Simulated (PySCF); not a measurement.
C10H8OS, SMILES c1ccc(Sc2ccco2)cc1 at its GFN2-xTB optimised geometry (Å):

```
20

C      0.6885     2.9524    -0.0326
C      1.3845     1.7551    -0.0257
C      0.7054     0.5505     0.0000
C     -0.6812     0.5505     0.0000
S     -1.6100    -0.9696     0.0500
C     -0.5661    -2.0234    -0.8790
C     -0.1596    -3.3045    -0.6368
C      0.6108    -3.6786    -1.7638
C      0.6107    -2.6028    -2.5963
O     -0.1104    -1.5955    -2.0736
C     -1.3855     1.7462     0.0000
C     -0.6966     2.9449    -0.0128
H      1.2250     3.8891    -0.0507
H      2.4645     1.7550    -0.0328
H      1.2516    -0.3811     0.0215
H     -0.3813    -3.8891     0.2312
H      1.0993    -4.6175    -1.9237
H      1.0733    -2.4270    -3.5468
H     -2.4645     1.7275     0.0094
H     -1.2444     3.8755    -0.0143
```

Computed with PySCF with CAM-B3LYP/def2-SVP. Cells within 0.4 Å of a nucleus heavier than hydrogen are left out (blank, or x).

Map of the Laplacian of the electron density (e/bohr⁵), clipped to [-1.50, 1.50] on the plane z = 0.0 Å:

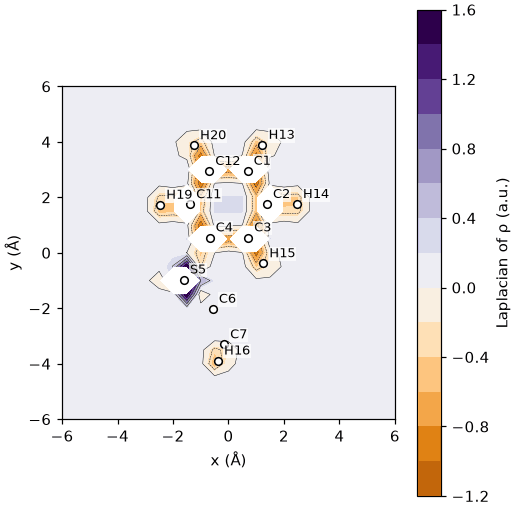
Figure: Laplacian of the electron density (e/bohr⁵), clipped to [-1.50, 1.50] on the plane z = 0.0 Å.
